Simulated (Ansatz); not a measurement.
## Run report: BSiNH$_{7}$, nudged elastic band (part 1 of 2)

- system: BSiNH$_{7}$, multiplicity 2
- method: UKS PBE/6-31G* (Ansatz 0.2.0)

The run did not end well. It belongs to a series of runs on one base structure; here: band between the two ends.

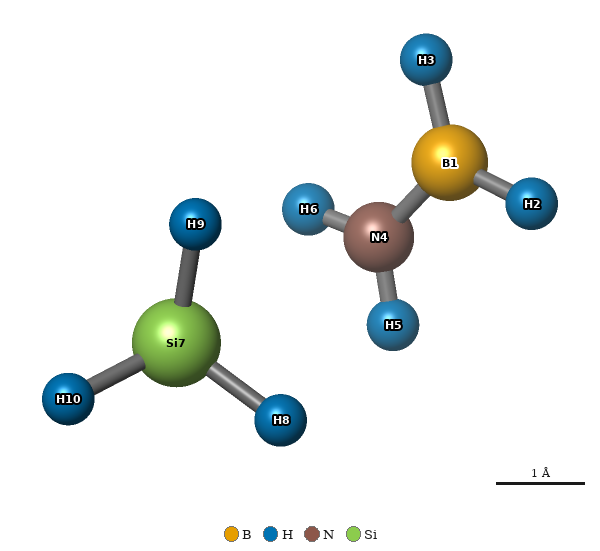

Figure 1. The starting structure (ball-and-stick view, seen at a tilt; atoms are numbered from 1 in the order of the input). Bond lengths as drawn: B–H 1.21 Å, B–N 1.40 Å, H–N 1.02 Å and H–Si 1.50 Å.

**The input**
```yaml
crystal:
  periodic: [false, false, false]
  atoms:
    - { symbol: B, position_ang: [0.266072, -0.475889, -0.4996] }
    - { symbol: H, position_ang: [0.515324, -1.652015, -0.40519] }
    - { symbol: H, position_ang: [1.057058, 0.327477, -0.927986] }
    - { symbol: "N", position_ang: [-0.996548, -0.021611, -0.096733] }
    - { symbol: H, position_ang: [-1.727205, -0.632889, 0.264821] }
    - { symbol: H, position_ang: [-1.288185, 0.95355, -0.15103] }
    - { symbol: Si, position_ang: [-0.653076, 0.538395, 3.295262] }
    - { symbol: H, position_ang: [-0.916761, -0.937019, 3.210283] }
    - { symbol: H, position_ang: [0.748576, 0.863796, 2.873373] }
    - { symbol: H, position_ang: [-0.919653, 1.036207, 4.689001] }
magnetization:
  spin_polarized: true
  initial_magnetization: 1
basis:
  gaussian: { orbitals: "6-31G*" }
hamiltonian:
  xc: pbe
neb:
  order_check: false
  images: 7
  f_tol: 0.03
  max_iterations: 60
  final_atoms:
    - { symbol: B, position_ang: [-0.01730611, -0.20712217, -0.63953399] }
    - { symbol: H, position_ang: [0.24556727, -0.43634055, 1.93080261] }
    - { symbol: H, position_ang: [0.82941738, 0.63880647, -0.79476454] }
    - { symbol: "N", position_ang: [-1.35123218, -0.0470884, -0.99071406] }
    - { symbol: H, position_ang: [-2.05518222, -0.77268833, -0.85400275] }
    - { symbol: H, position_ang: [-1.73910076, 0.80484961, -1.40789755] }
    - { symbol: Si, position_ang: [0.08657639, -0.08375619, 3.38296225] }
    - { symbol: H, position_ang: [-0.68587636, -1.16268019, 4.08142287] }
    - { symbol: H, position_ang: [1.43180287, 0.05550489, 4.03055459] }
    - { symbol: H, position_ang: [-0.65906429, 1.21051687, 3.51337157] }
  initial_path:
    images:
      - { positions_ang: [[0.266072, -0.475889, -0.4996], [0.515324, -1.652015, -0.40519], [1.057058, 0.327477, -0.927986], [-0.996548, -0.021611, -0.096733], [-1.727205, -0.632889, 0.264821], [-1.288185, 0.95355, -0.15103], [-0.653076, 0.538395, 3.295262], [-0.916761, -0.937019, 3.210283], [0.748576, 0.863796, 2.873373], [-0.919653, 1.036207, 4.689001]] }
      - { positions_ang: [[0.19624623, -0.34891089, -0.37563287], [0.38659756, -1.23002816, 0.05515713], [1.04463601, 0.27647476, -0.84816027], [-1.08674335, -0.03903256, -0.26397312], [-1.78260051, -0.71579079, 0.03383782], [-1.3874141, 0.88955315, -0.46161213], [-0.48553182, 0.41397374, 3.27047474], [-0.84112026, -0.99738474, 3.33091988], [0.91058232, 0.67323231, 3.07260351], [-0.86905009, 1.07791518, 4.43858632]] }
      - { positions_ang: [[0.12642045, -0.22193277, -0.25166574], [0.25787111, -0.80804131, 0.51550426], [1.03221403, 0.22547251, -0.76833454], [-1.17693869, -0.05645412, -0.43121324], [-1.83799601, -0.79869257, -0.19714536], [-1.48664319, 0.82555629, -0.77219426], [-0.31798764, 0.28955247, 3.24568748], [-0.76547952, -1.05775048, 3.45155676], [1.07258864, 0.48266863, 3.27183401], [-0.81844717, 1.11962335, 4.18817163]] }
      - { positions_ang: [[0.05659468, -0.09495466, -0.12769862], [0.12914467, -0.38605447, 0.97585139], [1.01979204, 0.17447027, -0.68850881], [-1.26713404, -0.07387569, -0.59845336], [-1.89339152, -0.88159436, -0.42812855], [-1.58587229, 0.76155944, -1.08277639], [-0.15044346, 0.16513121, 3.22090022], [-0.68983878, -1.11811621, 3.57219364], [1.23459496, 0.29210494, 3.47106452], [-0.76784426, 1.16133153, 3.93775695]] }
      - { positions_ang: [[-0.01323109, 0.03202345, -0.00373149], [0.00041822, 0.03593237, 1.43619852], [1.00737005, 0.12346803, -0.60868309], [-1.35732939, -0.09129725, -0.76569348], [-1.94878703, -0.96449615, -0.65911173], [-1.68510138, 0.69756259, -1.39335852], [0.01710072, 0.04070994, 3.19611296], [-0.61419803, -1.17848195, 3.69283053], [1.39660127, 0.10154126, 3.67029503], [-0.71724134, 1.20303971, 3.68734227]] }
      - { positions_ang: [[-0.01424985, -0.02776295, -0.16268211], [0.06170548, -0.08213586, 1.55984954], [0.96288189, 0.25230264, -0.65520345], [-1.35580508, -0.08024504, -0.82194862], [-1.97538583, -0.9165442, -0.70783448], [-1.69860123, 0.72438434, -1.39699328], [0.03446964, 0.00959341, 3.24282529], [-0.63211762, -1.17453151, 3.78997861], [1.40540167, 0.09003217, 3.76035992], [-0.70269708, 1.204909, 3.64384959]] }
      - { positions_ang: [[-0.0152686, -0.08754936, -0.32163274], [0.12299275, -0.20020409, 1.68350056], [0.91839372, 0.38113725, -0.70172381], [-1.35428078, -0.06919282, -0.87820377], [-2.00198463, -0.86859224, -0.75655724], [-1.71210107, 0.7512061, -1.40062804], [0.05183856, -0.02152312, 3.28953761], [-0.6500372, -1.17058107, 3.8871267], [1.41420207, 0.07852308, 3.85042481], [-0.68815281, 1.20677829, 3.60035692]] }
      - { positions_ang: [[-0.01628736, -0.14733577, -0.48058336], [0.18428001, -0.31827232, 1.80715158], [0.87390555, 0.50997186, -0.74824417], [-1.35275648, -0.05814061, -0.93445892], [-2.02858342, -0.82064029, -0.80527999], [-1.72560092, 0.77802785, -1.40426279], [0.06920747, -0.05263965, 3.33624993], [-0.66795678, -1.16663063, 3.98427478], [1.42300247, 0.06701399, 3.9404897], [-0.67360855, 1.20864758, 3.55686425]] }
      - { positions_ang: [[-0.01730611, -0.20712217, -0.63953399], [0.24556727, -0.43634055, 1.93080261], [0.82941738, 0.63880647, -0.79476454], [-1.35123218, -0.0470884, -0.99071406], [-2.05518222, -0.77268833, -0.85400275], [-1.73910076, 0.80484961, -1.40789755], [0.08657639, -0.08375619, 3.38296225], [-0.68587636, -1.16268019, 4.08142287], [1.43180287, 0.05550489, 4.03055459], [-0.65906429, 1.21051687, 3.51337157]] }
```

Hardware: 1 thread of Intel Xeon (Granite Rapids), 32 GiB of memory available, shared host.

Run as:
```bash
ansatz run input.yaml --threads 1 --pin off --max-ram 2048MiB --backend cpu --events-out ev --progress --plain --runs-dir out
```

**What the program printed**
```
Engine: ansatz 0.2.0, x86_64-unknown-linux-gnu
Functional definition: PBE
  parameter kappa = 0.804
  parameter beta = 0.06672455060314922
  exchange = pbe_x(kappa = kappa, mu = beta*pi^2/3)
  correlation = pbe_c(beta = beta)
847 factors; their error is unknown
mean field evaluation 1: about -10142.6664 eV, gradient 3.8e1 eV
mean field evaluation 2: about -10116.2116 eV, gradient 7.2e1 eV
mean field evaluation 4: about -10148.7053 eV, gradient 3.7e0 eV
mean field evaluation 8: about -10148.7274 eV, gradient 1.6e-1 eV
mean field evaluation 16: about -10148.7275 eV, gradient 1.3e-5 eV
mean field -10148.72749614 eV, -372.9588564285 hartree, gradient 1.3e-5 eV, S^2 0.752060; 0 other end points of the search recorded, 0 dependent functions left out
the calculation of the forces begins
reference -10148.72753508 eV, -372.9588578595 hartree; 17, 16 occupied and 46, 47 virtual orbitals, 847 factors
847 factors; their error is unknown
mean field evaluation 32: about -10147.9272 eV, gradient 6.5e-5 eV
mean field -10147.92717655 eV, -372.9294452260 hartree, gradient 6.5e-5 eV, S^2 0.753251; 0 other end points of the search recorded, 0 dependent functions left out
[... from here on the field's lines of each further geometry are left out, up to the last ...]
NEB iter   1: max|band force component| = 7.129e0 eV/Å  barrier→ = 2.2724 eV  barrier← = 1.4721 eV  Δτ_max = 0.2000 Å  (302 SCF iters)
NEB iter   2: max|band force component| = 2.466e0 eV/Å  barrier→ = 1.1587 eV  barrier← = 0.3584 eV  Δτ_max = 0.2000 Å  (213 SCF iters)
NEB iter   3: max|band force component| = 1.447e0 eV/Å  barrier→ = 0.8617 eV  barrier← = 0.0614 eV  Δτ_max = 0.1977 Å  (214 SCF iters)
NEB iter   4: max|band force component| = 1.537e0 eV/Å  barrier→ = 0.8664 eV  barrier← = 0.0661 eV  Δτ_max = 0.1005 Å  (213 SCF iters)
NEB iter   5: max|band force component| = 1.211e0 eV/Å  barrier→ = 0.8452 eV  barrier← = 0.0449 eV  Δτ_max = 0.1002 Å  (212 SCF iters)
NEB iter   6: max|band force component| = 5.784e-1 eV/Å  barrier→ = 0.8298 eV  barrier← = 0.0295 eV  Δτ_max = 0.2000 Å  (209 SCF iters)
NEB iter   7: max|band force component| = 1.886e0 eV/Å  barrier→ = 0.8181 eV  barrier← = 0.0177 eV  Δτ_max = 0.1006 Å  (208 SCF iters)
NEB iter   8: max|band force component| = 1.160e0 eV/Å  barrier→ = 0.8166 eV  barrier← = 0.0163 eV  Δτ_max = 0.0997 Å  (209 SCF iters)
NEB iter   9: max|band force component| = 5.086e-1 eV/Å  barrier→ = 0.8173 eV  barrier← = 0.0169 eV  Δτ_max = 0.2000 Å  (207 SCF iters)
NEB iter  10: max|band force component| = 9.701e-1 eV/Å  barrier→ = 0.8199 eV  barrier← = 0.0196 eV  Δτ_max = 0.0974 Å  (209 SCF iters)
NEB iter  11: max|band force component| = 8.828e-1 eV/Å  barrier→ = 0.8181 eV  barrier← = 0.0178 eV  Δτ_max = 0.0614 Å  (207 SCF iters)
NEB iter  12: max|band force component| = 1.897e-1 eV/Å  barrier→ = 0.8175 eV  barrier← = 0.0172 eV  CI = image 7  Δτ_max = 0.0999 Å  (207 SCF iters)
NEB iter  13: max|band force component| = 3.048e-1 eV/Å  barrier→ = 0.8262 eV  barrier← = 0.0258 eV  CI = image 7  Δτ_max = 0.0500 Å  (206 SCF iters)
NEB iter  14: max|band force component| = 2.790e-1 eV/Å  barrier→ = 0.8296 eV  barrier← = 0.0292 eV  CI = image 7  Δτ_max = 0.0996 Å  (198 SCF iters)
NEB iter  15: max|band force component| = 2.622e-1 eV/Å  barrier→ = 0.8358 eV  barrier← = 0.0355 eV  CI = image 7  Δτ_max = 0.1001 Å  (198 SCF iters)
NEB iter  16: max|band force component| = 2.439e-1 eV/Å  barrier→ = 0.8416 eV  barrier← = 0.0413 eV  CI = image 7  Δτ_max = 0.1006 Å  (204 SCF iters)
NEB iter  17: max|band force component| = 2.776e-1 eV/Å  barrier→ = 0.8454 eV  barrier← = 0.0451 eV  CI = image 7  Δτ_max = 0.1005 Å  (202 SCF iters)
NEB iter  18: max|band force component| = 2.895e-1 eV/Å  barrier→ = 0.8560 eV  barrier← = 0.0557 eV  CI = image 7  Δτ_max = 0.1003 Å  (202 SCF iters)
NEB iter  19: max|band force component| = 2.757e-1 eV/Å  barrier→ = 0.8673 eV  barrier← = 0.0670 eV  CI = image 7  Δτ_max = 0.2000 Å  (202 SCF iters)
NEB iter  20: max|band force component| = 3.387e-1 eV/Å  barrier→ = 0.8660 eV  barrier← = 0.0657 eV  CI = image 7  Δτ_max = 0.1005 Å  (207 SCF iters)
NEB iter  21: max|band force component| = 4.582e-1 eV/Å  barrier→ = 0.8648 eV  barrier← = 0.0644 eV  CI = image 7  Δτ_max = 0.0501 Å  (206 SCF iters)
NEB iter  22: max|band force component| = 4.387e-1 eV/Å  barrier→ = 0.8607 eV  barrier← = 0.0604 eV  CI = image 7  Δτ_max = 0.0502 Å  (206 SCF iters)
NEB iter  23: max|band force component| = 4.065e-1 eV/Å  barrier→ = 0.8567 eV  barrier← = 0.0564 eV  CI = image 7  Δτ_max = 0.0501 Å  (197 SCF iters)
NEB iter  24: max|band force component| = 4.032e-1 eV/Å  barrier→ = 0.8509 eV  barrier← = 0.0506 eV  CI = image 7  Δτ_max = 0.1002 Å  (206 SCF iters)
NEB iter  25: max|band force component| = 4.486e-1 eV/Å  barrier→ = 0.8436 eV  barrier← = 0.0432 eV  CI = image 7  Δτ_max = 0.1949 Å  (204 SCF iters)
NEB iter  26: max|band force component| = 3.687e-1 eV/Å  barrier→ = 0.8315 eV  barrier← = 0.0312 eV  CI = image 7  Δτ_max = 0.2000 Å  (206 SCF iters)
NEB iter  27: max|band force component| = 4.309e-1 eV/Å  barrier→ = 0.8293 eV  barrier← = 0.0290 eV  CI = image 7  Δτ_max = 0.0998 Å  (203 SCF iters)
NEB iter  28: max|band force component| = 3.099e-1 eV/Å  barrier→ = 0.8279 eV  barrier← = 0.0276 eV  CI = image 7  Δτ_max = 0.1007 Å  (204 SCF iters)
NEB iter  29: max|band force component| = 2.072e-1 eV/Å  barrier→ = 0.8263 eV  barrier← = 0.0260 eV  CI = image 7  Δτ_max = 0.1005 Å  (206 SCF iters)
NEB iter  30: max|band force component| = 2.299e-1 eV/Å  barrier→ = 0.8252 eV  barrier← = 0.0249 eV  CI = image 7  Δτ_max = 0.0500 Å  (209 SCF iters)
NEB iter  31: max|band force component| = 1.969e-1 eV/Å  barrier→ = 0.8247 eV  barrier← = 0.0244 eV  CI = image 7  Δτ_max = 0.0501 Å  (205 SCF iters)
NEB iter  32: max|band force component| = 1.272e-1 eV/Å  barrier→ = 0.8247 eV  barrier← = 0.0244 eV  CI = image 7  Δτ_max = 0.0500 Å  (203 SCF iters)
NEB iter  33: max|band force component| = 4.574e-2 eV/Å  barrier→ = 0.8246 eV  barrier← = 0.0243 eV  CI = image 7  Δτ_max = 0.1002 Å  (185 SCF iters)
NEB iter  34: max|band force component| = 1.931e-1 eV/Å  barrier→ = 0.8246 eV  barrier← = 0.0242 eV  CI = image 7  Δτ_max = 0.0502 Å  (201 SCF iters)
NEB iter  35: max|band force component| = 1.783e-1 eV/Å  barrier→ = 0.8245 eV  barrier← = 0.0242 eV  CI = image 7  Δτ_max = 0.0502 Å  (189 SCF iters)
NEB iter  36: max|band force component| = 1.756e-1 eV/Å  barrier→ = 0.8245 eV  barrier← = 0.0242 eV  CI = image 7  Δτ_max = 0.0503 Å  (191 SCF iters)
NEB iter  37: max|band force component| = 2.148e-1 eV/Å  barrier→ = 0.8244 eV  barrier← = 0.0241 eV  CI = image 7  Δτ_max = 0.0501 Å  (193 SCF iters)
NEB iter  38: max|band force component| = 3.361e-1 eV/Å  barrier→ = 0.8243 eV  barrier← = 0.0240 eV  CI = image 7  Δτ_max = 0.1002 Å  (191 SCF iters)
NEB iter  39: max|band force component| = 6.006e-1 eV/Å  barrier→ = 0.8243 eV  barrier← = 0.0239 eV  CI = image 7  Δτ_max = 0.2000 Å  (194 SCF iters)
NEB iter  40: max|band force component| = 1.884e-1 eV/Å  barrier→ = 0.8242 eV  barrier← = 0.0239 eV  CI = image 7  Δτ_max = 0.1990 Å  (207 SCF iters)
NEB iter  41: max|band force component| = 5.557e-1 eV/Å  barrier→ = 0.8241 eV  barrier← = 0.0238 eV  CI = image 7  Δτ_max = 0.1000 Å  (204 SCF iters)
NEB iter  42: max|band force component| = 5.672e-1 eV/Å  barrier→ = 0.8241 eV  barrier← = 0.0238 eV  CI = image 7  Δτ_max = 0.0995 Å  (204 SCF iters)
NEB iter  43: max|band force component| = 3.843e-1 eV/Å  barrier→ = 0.8241 eV  barrier← = 0.0237 eV  CI = image 7  Δτ_max = 0.0997 Å  (202 SCF iters)
NEB iter  44: max|band force component| = 2.957e-1 eV/Å  barrier→ = 0.8240 eV  barrier← = 0.0237 eV  CI = image 7  Δτ_max = 0.1003 Å  (202 SCF iters)
NEB iter  45: max|band force component| = 2.352e-1 eV/Å  barrier→ = 0.8240 eV  barrier← = 0.0236 eV  CI = image 7  Δτ_max = 0.0942 Å  (193 SCF iters)
NEB iter  46: max|band force component| = 1.394e-1 eV/Å  barrier→ = 0.8239 eV  barrier← = 0.0236 eV  CI = image 7  Δτ_max = 0.0742 Å  (204 SCF iters)
NEB iter  47: max|band force component| = 7.466e-2 eV/Å  barrier→ = 0.8239 eV  barrier← = 0.0236 eV  CI = image 7  Δτ_max = 0.0906 Å  (204 SCF iters)
NEB iter  48: max|band force component| = 1.033e-1 eV/Å  barrier→ = 0.8239 eV  barrier← = 0.0236 eV  CI = image 7  Δτ_max = 0.0441 Å  (181 SCF iters)
NEB iter  49: max|band force component| = 9.211e-2 eV/Å  barrier→ = 0.8238 eV  barrier← = 0.0235 eV  CI = image 7  Δτ_max = 0.0454 Å  (191 SCF iters)
NEB iter  50: max|band force component| = 9.064e-2 eV/Å  barrier→ = 0.8238 eV  barrier← = 0.0235 eV  CI = image 7  Δτ_max = 0.0453 Å  (204 SCF iters)
NEB iter  51: max|band force component| = 6.931e-2 eV/Å  barrier→ = 0.8237 eV  barrier← = 0.0234 eV  CI = image 7  Δτ_max = 0.0454 Å  (185 SCF iters)
NEB iter  52: max|band force component| = 9.107e-2 eV/Å  barrier→ = 0.8237 eV  barrier← = 0.0234 eV  CI = image 7  Δτ_max = 0.0227 Å  (184 SCF iters)
NEB iter  53: max|band force component| = 8.951e-2 eV/Å  barrier→ = 0.8237 eV  barrier← = 0.0233 eV  CI = image 7  Δτ_max = 0.0227 Å  (184 SCF iters)
NEB iter  54: max|band force component| = 1.050e-1 eV/Å  barrier→ = 0.8236 eV  barrier← = 0.0233 eV  CI = image 7  Δτ_max = 0.0227 Å  (173 SCF iters)
NEB iter  55: max|band force component| = 2.170e-1 eV/Å  barrier→ = 0.8236 eV  barrier← = 0.0233 eV  CI = image 7  Δτ_max = 0.0454 Å  (190 SCF iters)
NEB iter  56: max|band force component| = 3.549e-1 eV/Å  barrier→ = 0.8236 eV  barrier← = 0.0232 eV  CI = image 7  Δτ_max = 0.0910 Å  (195 SCF iters)
NEB iter  57: max|band force component| = 4.677e-1 eV/Å  barrier→ = 0.8235 eV  barrier← = 0.0232 eV  CI = image 7  Δτ_max = 0.0912 Å  (195 SCF iters)
NEB iter  58: max|band force component| = 4.991e-1 eV/Å  barrier→ = 0.8235 eV  barrier← = 0.0232 eV  CI = image 7  Δτ_max = 0.1823 Å  (198 SCF iters)
NEB iter  59: max|band force component| = 3.486e-1 eV/Å  barrier→ = 0.8235 eV  barrier← = 0.0232 eV  CI = image 7  Δτ_max = 0.1999 Å  (199 SCF iters)
the calculation of the forces begins
reference -10148.61054096 eV, -372.9545584049 hartree; 17, 16 occupied and 46, 47 virtual orbitals, 847 factors
these checks for a lower state are left out or cut short: starts, cluster_reference, orbital_swaps, neighbouring_geometries, increment
847 factors; their error is unknown
mean field -10147.90402688 eV, -372.9285944916 hartree, gradient 1.5e-5 eV, S^2 0.753473; 0 other end points of the search recorded, 0 dependent functions left out
the calculation of the forces begins
reference -10147.90406425 eV, -372.9285958649 hartree; 17, 16 occupied and 46, 47 virtual orbitals, 847 factors
NEB iter  60: max|band force component| = 2.294e-1 eV/Å  barrier→ = 0.8235 eV  barrier← = 0.0231 eV  CI = image 7  Δτ_max = 0.1262 Å  (185 SCF iters)
```
